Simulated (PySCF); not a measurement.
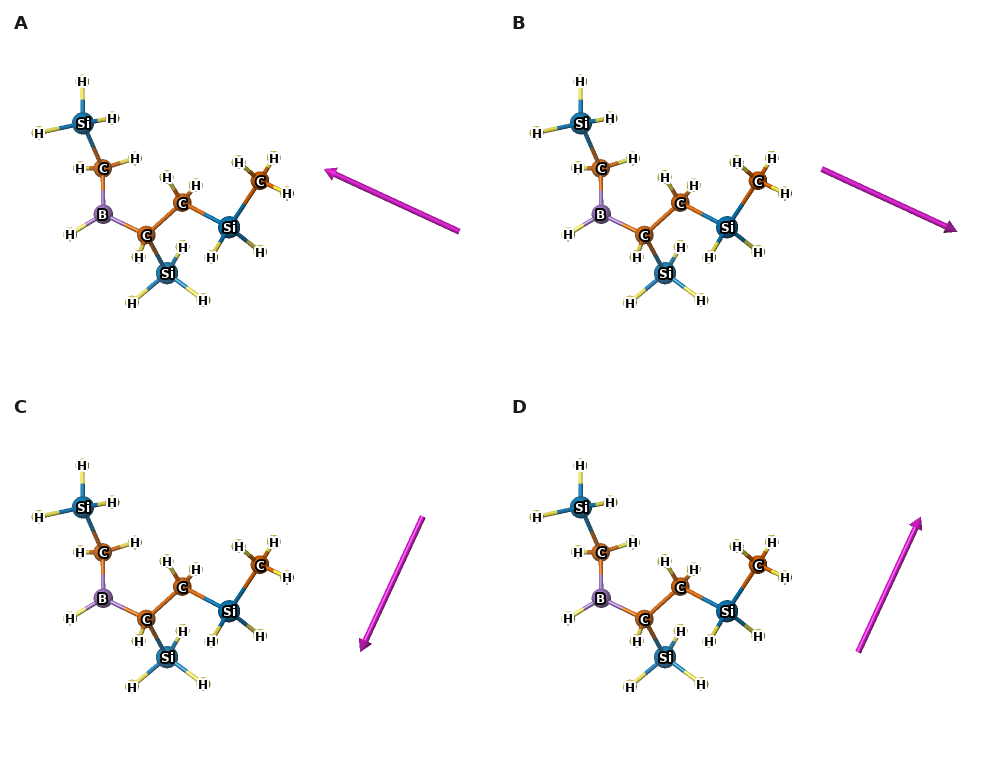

The same molecule four times, each with an arrow. The computed structure is the end point of a GFN2-xTB optimisation. No frequency run is at hand to confirm it as a minimum. Level of theory: PBE0/pcSseg-1, gas phase (PySCF 2.14.0).

Which arrow points along the dipole moment, from the negative to the positive end?

D. The dipole moment is 0.80 D.

The geometry is semi-empirical. Around B, Si such bond lengths and angles can be off by a tenth of an ångström or more and by several degrees, and values that hang on the shape move with them.
